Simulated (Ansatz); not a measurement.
Where the default PAW files enter, the runs use the earlier of Ansatz's two default sets.

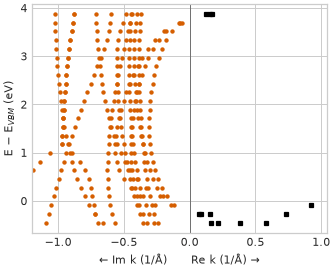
Figure: Complex bands at the centre of the two-dimensional zone; r2SCAN (Ansatz, a first-principles code)

No gap correction and no spin-orbit coupling; mid-gap values are interpolated between computed energies.

Question: This is BaZrO3 (Pm-3m, cubic perovskite, 5 atoms a cell, 14.9 Å³ an atom) along the normal of (110). Read off the slowest decay at the centre of the two-dimensional zone at 1.89 eV, the computed energy nearest the middle of the gap.

Answer: κ ≈ 0.30 1/Å, a decay length 1/(2κ) of the density of 1.6 Å.
